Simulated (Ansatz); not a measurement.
## Geometry relaxation of TiH₂Cl₂F₂ (part 2 of 2)

Continued. System: TiH₂Cl₂F₂. Method: RKS B3LYP-D4/def2-SVP (Ansatz 0.2.0). The input holds or restrains some coordinates. Forces given for the steps count only the free coordinates. It belongs to a series of runs on one base structure; here: pulled along the bonds that form and break, towards end B.

Trajectory as extended XYZ, continued
```
7
Properties=species:S:1:pos:R:3:forces:R:3 step=6 energy=-53617.84474
Ti    0.1549    0.2326   -0.5038    0.1644   0.1967   0.3483
F     0.0887    0.1250    2.5119    0.0569   0.0731  -0.1825
Cl    2.1867   -0.0066   -1.2142   -0.0407  -0.1147  -0.3696
Cl   -1.0590    1.8954   -1.1702   -0.0867  -0.0589  -0.3450
F    -0.7308   -1.2882   -0.3477    0.3784   0.6290   0.3611
H     0.8425    1.3317    0.5973   -0.3104  -0.4928   0.2746
H     0.5960    0.8989    2.3677   -0.1619  -0.2325  -0.0869
7
Properties=species:S:1:pos:R:3:forces:R:3 step=7 energy=-53618.05662
Ti    0.2054    0.2932   -0.4667    0.0584  -0.0131   0.0577
F     0.0344    0.0729    2.5477   -0.0723  -0.0847  -0.1780
Cl    2.1363   -0.0141   -1.4075   -0.1511  -0.0354  -0.1390
Cl   -1.0477    1.8580   -1.2889    0.0129  -0.0915  -0.1329
F    -0.6660   -1.2117   -0.2269    0.3229   0.5125   0.2546
H     0.8996    1.3326    0.6686   -0.1915  -0.3014   0.2198
H     0.5170    0.8579    2.4146    0.0208   0.0135  -0.0821
7
Properties=species:S:1:pos:R:3:forces:R:3 step=8 energy=-53618.16241
Ti    0.2487    0.3480   -0.4748    0.0390  -0.0886   0.3100
F    -0.0512    0.0331    2.5283    0.0084   0.0496  -0.1048
Cl    2.1020   -0.0262   -1.5442   -0.1461  -0.0053  -0.0283
Cl   -1.0530    1.8333   -1.3677    0.0176  -0.0613  -0.0463
F    -0.5873   -1.1269   -0.0641    0.2525   0.3920  -0.0310
H     0.9376    1.3352    0.7201   -0.1428  -0.2379  -0.0581
H     0.4821    0.7924    2.4434   -0.0285  -0.0484  -0.0414
7
Properties=species:S:1:pos:R:3:forces:R:3 step=9 energy=-53618.17926
Ti    0.2642    0.3746   -0.4654    0.0498  -0.0127   0.2748
F    -0.1032    0.0516    2.5256   -0.0986  -0.0623  -0.0864
Cl    2.0601   -0.0537   -1.5889    0.0317   0.0481  -0.1057
Cl   -1.0690    1.8309   -1.3625    0.0049  -0.0320  -0.0261
F    -0.5142   -1.1203   -0.0635    0.0388   0.1678   0.0623
H     0.9765    1.3227    0.7454   -0.0983  -0.1874  -0.0662
H     0.4646    0.7829    2.4504    0.0716   0.0786  -0.0527
7
Properties=species:S:1:pos:R:3:forces:R:3 step=10 energy=-53618.21685
Ti    0.3143    0.3602   -0.4588    0.0834   0.1093   0.2121
F    -0.2727    0.1565    2.5084   -0.0354   0.0606  -0.1180
Cl    2.0203   -0.0176   -1.7393   -0.0275   0.0533  -0.0350
Cl   -1.0848    1.8217   -1.2503    0.0345  -0.0551   0.0355
F    -0.4062   -1.1469   -0.0259    0.0054   0.0014   0.0381
H     1.1097    1.2169    0.7681   -0.0723  -0.1602  -0.0992
H     0.3983    0.7980    2.4388    0.0119  -0.0094  -0.0336
7
Properties=species:S:1:pos:R:3:forces:R:3 step=11 energy=-53618.22850 accepted=F
Ti    0.3444    0.3385   -0.4522    0.0561   0.1873   0.1641
F    -0.4223    0.2856    2.4878    1.1644   0.7294  -0.2567
Cl    1.9978    0.0315   -1.8282   -0.1098   0.0341   0.0523
Cl   -1.0955    1.8051   -1.1633    0.0718  -0.0834   0.0615
F    -0.3419   -1.1814   -0.0116    0.0533  -0.0165   0.0265
H     1.1943    1.1398    0.7779   -0.0761  -0.1818  -0.0804
H     0.4022    0.7698    2.4306   -1.1597  -0.6691   0.0327
7
Properties=species:S:1:pos:R:3:forces:R:3 step=12 energy=-53618.23800
Ti    0.3392    0.3459   -0.4545    0.0960   0.1038   0.2113
F    -0.3484    0.2146    2.4937    0.0482   0.1437  -0.1563
Cl    1.9981    0.0074   -1.8112   -0.0665   0.0527   0.0106
Cl   -1.0875    1.8193   -1.1743    0.0432  -0.0596   0.0519
F    -0.3541   -1.1710   -0.0158    0.0164  -0.0141   0.0155
H     1.1790    1.1469    0.7811   -0.0787  -0.1412  -0.1158
H     0.3528    0.8257    2.4221   -0.0586  -0.0853  -0.0173
7
Properties=species:S:1:pos:R:3:forces:R:3 step=13 energy=-53618.25914
Ti    0.3603    0.3286   -0.4514    0.0803   0.0997   0.2554
F    -0.4184    0.2831    2.4742    0.0524   0.1270  -0.1840
Cl    1.9767    0.0362   -1.8694   -0.0661   0.0420   0.0234
Cl   -1.0870    1.8162   -1.0961    0.0372  -0.0522   0.0492
F    -0.3074   -1.1992   -0.0126    0.0230  -0.0199  -0.0015
H     1.2345    1.0758    0.7938   -0.0783  -0.1228  -0.1306
H     0.3203    0.8481    2.4026   -0.0486  -0.0738  -0.0119
7
Properties=species:S:1:pos:R:3:forces:R:3 step=14 energy=-53618.27631
Ti    0.3847    0.3098   -0.4185    0.0729   0.0682   0.1467
F    -0.5133    0.3663    2.4663   -0.0097   0.0432  -0.2758
Cl    1.9182    0.0917   -1.9311   -0.0028  -0.0096   0.0163
Cl   -1.0669    1.8076   -1.0151   -0.0342  -0.0084   0.0837
F    -0.2447   -1.2364    0.0102    0.0094  -0.0368   0.0055
H     1.3337    0.9969    0.8053   -0.1485  -0.0889  -0.0155
H     0.2674    0.8529    2.3238    0.1129   0.0324   0.0390
7
Properties=species:S:1:pos:R:3:forces:R:3 step=15 energy=-53618.30201
Ti    0.4052    0.2776   -0.4379    0.0470   0.0592   0.3776
F    -0.5933    0.5380    2.4021   -0.0958  -0.0643  -0.2310
Cl    1.9185    0.1438   -1.9824   -0.0102   0.0059   0.0005
Cl   -1.0926    1.7805   -0.8852   -0.0206   0.0210   0.0031
F    -0.1862   -1.2905   -0.0346    0.0005  -0.0214  -0.0096
H     1.3556    0.8683    0.8343   -0.0888  -0.0578  -0.1329
H     0.2718    0.8710    2.3447    0.1678   0.0574  -0.0078
7
Properties=species:S:1:pos:R:3:forces:R:3 step=16 energy=-53618.26933 accepted=F
Ti    0.4168    0.2606   -0.4396   -0.0188   0.1548   0.3813
F    -0.6597    0.6910    2.3597    1.6767   0.1025  -0.2031
Cl    1.9099    0.1787   -2.0094   -0.0218   0.0087   0.0219
Cl   -1.1089    1.7558   -0.8272    0.0283  -0.0219  -0.0345
F    -0.1465   -1.3239   -0.0579   -0.0072  -0.0011   0.0159
H     1.3698    0.8199    0.8466   -0.0741  -0.0881  -0.1336
H     0.2976    0.8068    2.3687   -1.5830  -0.1549  -0.0479
7
Properties=species:S:1:pos:R:3:forces:R:3 step=17 energy=-53618.30386
Ti    0.4101    0.2699   -0.4321    0.0210   0.1006   0.3361
F    -0.6150    0.5865    2.3910    0.0055  -0.0545  -0.2439
Cl    1.9093    0.1584   -1.9920   -0.0053   0.0021   0.0098
Cl   -1.0930    1.7719   -0.8666   -0.0127   0.0074   0.0023
F    -0.1730   -1.3058   -0.0453   -0.0029  -0.0173   0.0135
H     1.3656    0.8537    0.8394   -0.0858  -0.0719  -0.1165
H     0.2750    0.8543    2.3466    0.0803   0.0337  -0.0013
7
Properties=species:S:1:pos:R:3:forces:R:3 step=18 energy=-53618.30337
Ti    0.4102    0.2690   -0.4340    0.0210   0.0943   0.3550
F    -0.6147    0.5881    2.3900   -0.1120  -0.0897  -0.2353
Cl    1.9110    0.1593   -1.9923   -0.0063   0.0035   0.0048
Cl   -1.0946    1.7724   -0.8604   -0.0069   0.0045  -0.0009
F    -0.1715   -1.3069   -0.0457   -0.0026  -0.0121   0.0071
H     1.3666    0.8479    0.8396   -0.0895  -0.0684  -0.1251
H     0.2719    0.8590    2.3437    0.1964   0.0679  -0.0055
```

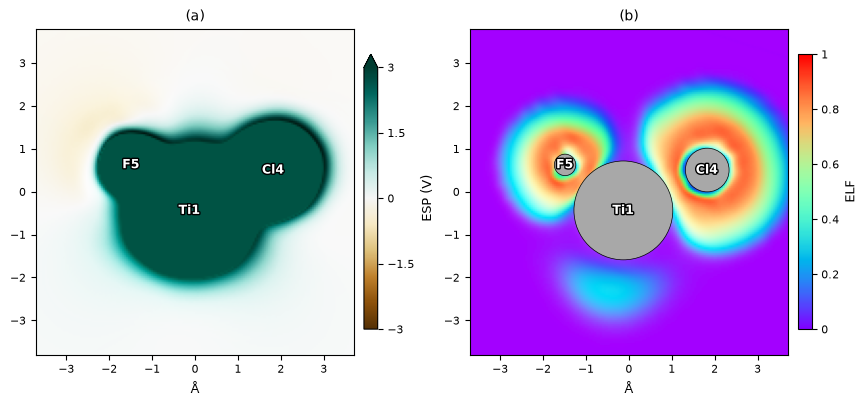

**Figure 1.** (a) molecular electrostatic potential; (b) ELF on the plane of atoms Cl4, Ti1 and F5. Grey discs, where drawn, cover atomic cores. Ti–F (1.72 Å): the ELF peaks at about 0.85 in the valence shell of F, 0.5 Å from its nucleus, and drops to about 0.25 between the two atoms. Ti–Cl (2.17 Å): the ELF peaks at about 0.85 in the valence shell of Cl, 0.8 Å from its nucleus, and is about 0.40 at the midpoint.

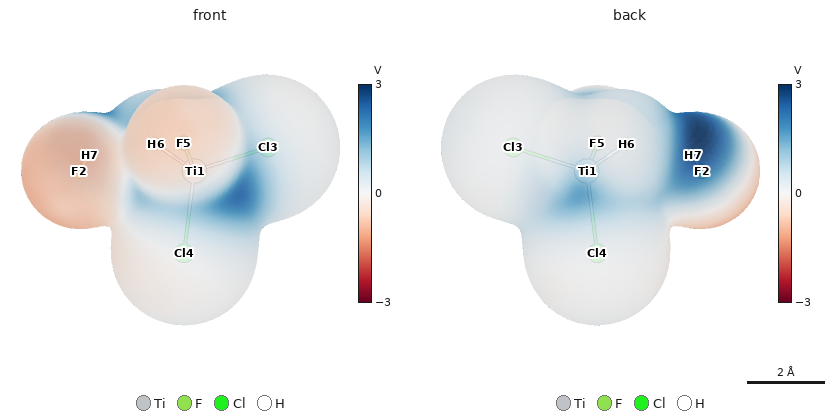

**Figure 2.** The electrostatic potential painted on the density surface at 0.002 e/bohr³, seen face on and from behind; the colour scale runs from red (negative) to blue (positive).

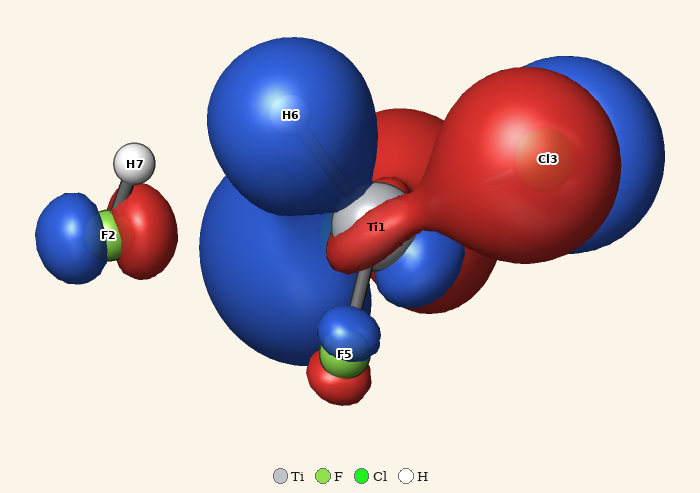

**Figure 3.** One frontier orbital at ±0.08 Å⁻³ᐟ² (red and blue are the two phases), seen from the side. The HOMO, at −9.31 eV.

This output came from the following input.

Input file
```yaml
crystal:
  periodic: [false, false, false]
  atoms:
    - { symbol: Ti, position_ang: [0.0, 0.0, 0.0] }
    - { symbol: F, position_ang: [0.0, 0.0, 2.18] }
    - { symbol: Cl, position_ang: [2.2349, 0.0, -0.7892] }
    - { symbol: Cl, position_ang: [-1.1163, 1.9339, -0.7892] }
    - { symbol: F, position_ang: [-0.8619, -1.4933, -0.6094] }
    - { symbol: H, position_ang: [1.0489, 1.5818, 0.6306] }
    - { symbol: H, position_ang: [0.7734, 1.1664, 1.6182] }
basis:
  gaussian: { orbitals: def2-SVP }
hamiltonian:
  xc: b3lyp
  dispersion: d4
relax:
  f_tol: 0.15
  max_steps: 25
  restrain:
    - { distance: [0, 5], at: 1.7, k: 30.0 }
    - { distance: [6, 1], at: 0.92, k: 30.0 }
    - { distance: [0, 1], at: 3.03, k: 30.0 }
    - { distance: [6, 5], at: 1.86, k: 30.0 }
output:
  orbitals: {}
```

Command:
```bash
ansatz run input.yaml --threads 2 --pin off --max-ram 3072MiB --backend cpu --events-out ev --progress --plain --runs-dir out
```

Key numbers

- outcome: converged under the restraints of the input
- total energy: −53618.3037 eV
- mean-field energy: −53618.0174 eV
- largest force (length of the vector) at the end, held atoms and coordinates included: 0.368 eV/Å
- hardware: 2 threads of Arm Neoverse V1, 24 GiB of memory available, shared host
- wall time: 75 s (CPU time 2.4 min)
- peak memory: 0.27 GiB
